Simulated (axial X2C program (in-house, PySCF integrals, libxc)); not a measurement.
# SAlS: bond lengths and stretches, held linear

Aim: the two bond lengths and stretching wavenumbers of linear SAlS, with and without spin–orbit coupling, at PBE0, TPSSh.

Computed with an in-house X2C program for linear molecules on PySCF integrals. Level: all-electron X2C, two-component (2c) or spin-free, S dyall-av3z, Al dyall-v3z.

All values are calculated.

2 further runs of the same task are left out: 2 set aside as unsound or not needed.

### Step 1. The job

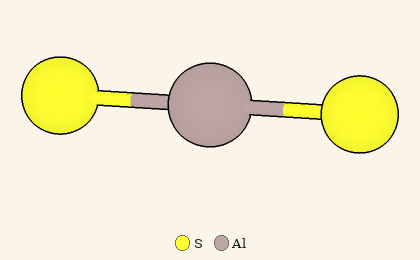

The atoms on one line, bonds 2.070 and 2.070 Å (sulfur yellow, aluminium light grey).

task.json

```json
{"zs": [16, 13, 16], "q": 0, "bas": ["dyall-av3z", "dyall-v3z", "dyall-av3z"], "r0": [2.07, 2.07], "symm": 1, "scan": ["PBE0", "HF", "TPSSh"], "levels": ["PBE0", "HF", "TPSSh"], "nst": 2}
```

Keys: zs atomic numbers; q charge; bas basis sets; r0 starting distance in Å; symm equal bonds; scan levels of the two-bond scan; levels methods; nst determinants followed.

Run with:

```
> python solin.py task.json out
```

Masses S 31.972, Al 26.982, S 31.972 u.

### Step 2. Scan at PBE0, 2c

State: Ω = 3/2 (beyond evenly filled blocks: ω = 3/2). Energies above the lowest point, from the job's result record:

```csv
r(S–Al) (Å),r(Al–S) (Å),E (meV)
2.0202,2.0202,54.01
2.0202,2.0720,20.93
2.0202,2.1238,31.81
2.0720,2.0202,20.93
2.0720,2.0720,0.00
2.0720,2.1238,22.68
2.0720,2.1756,78.22
2.1238,2.0202,31.81
2.1238,2.0720,22.68
2.1238,2.1238,57.07
2.1756,2.0720,78.22
2.1756,2.1756,202.17
```

A quadratic surface with cubic terms in each bond gives the minimum at 2.070 and 2.070 Å, force constants 2.63, 2.63 and coupling 0.69 mdyn/Å.

### Step 3. Scan at TPSSh, 2c

State: Ω = 3/2 (beyond evenly filled blocks: ω = 3/2). Energies above the lowest point, from the job's result record:

```csv
r(S–Al) (Å),r(Al–S) (Å),E (meV)
2.0202,2.0202,69.21
2.0202,2.0720,30.40
2.0202,2.1238,39.06
2.0720,2.0202,30.40
2.0720,2.0720,0.00
2.0720,2.1238,16.75
2.0720,2.1756,69.97
2.1238,2.0202,39.06
2.1238,2.0720,16.75
2.1238,2.1238,41.34
2.1756,2.0720,69.97
2.1756,2.1756,170.03
```

A quadratic surface with cubic terms in each bond gives the minimum at 2.077 and 2.077 Å, force constants 2.74, 2.74 and coupling 0.47 mdyn/Å.

### Step 4. Scan at PBE0, spin-free

State: M_S = 1/2, Λ = 1 (beyond evenly filled blocks: π+α, π+β, π-α). Energies above the lowest point, from the job's result record:

```csv
r(S–Al) (Å),r(Al–S) (Å),E (meV)
2.0202,2.0202,53.39
2.0202,2.0720,20.60
2.0202,2.1238,31.71
2.0720,2.0202,20.60
2.0720,2.0720,0.00
2.0720,2.1238,22.95
2.0720,2.1756,78.70
2.1238,2.0202,31.71
2.1238,2.0720,22.95
2.1238,2.1238,57.65
2.1756,2.0720,78.70
2.1756,2.1756,203.31
```

A quadratic surface with cubic terms in each bond gives the minimum at 2.069 and 2.069 Å, force constants 2.63, 2.63 and coupling 0.70 mdyn/Å.

### Step 5. The levels side by side

| level | r(S–Al) (Å) | r(Al–S) (Å) | lower stretch (cm⁻¹) | upper stretch (cm⁻¹) |
| --- | --- | --- | --- | --- |
| PBE0, 2c | 2.070 | 2.070 | 420.1 | 588.4 |
| TPSSh, 2c | 2.077 | 2.077 | 412.8 | 638.5 |
| PBE0, spin-free | 2.069 | 2.069 | 420.3 | 588.0 |
| TPSSh, spin-free | 2.077 | 2.077 | 412.9 | 638.6 |

Scans not shown above were run alike.

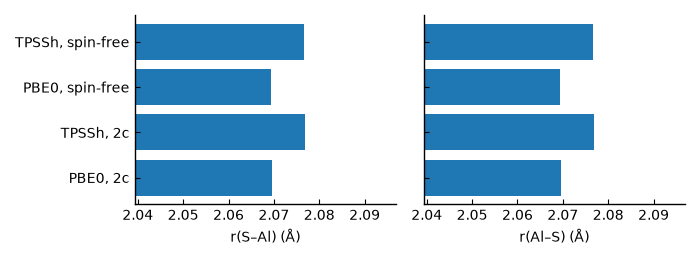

The two bond lengths by level.

In words: Over the levels the S–Al bond spans 2.069 to 2.077 Å and the Al–S bond 2.069 to 2.077 Å. At PBE0 spin–orbit coupling leaves both bonds unchanged to 0.001 Å. Each state is one determinant, the lowest of a limited PBE0 search; the stretches come from a fit to few points and are good to some per cent at best. The stretches are sorted by size, and where the two bonds are alike the symmetric and antisymmetric modes can swap order between levels. The molecule was held linear; bending was not examined, so a bent shape may lie lower. Note: functional without a current term on a determinant with orbital currents, of the molecule or an atom.
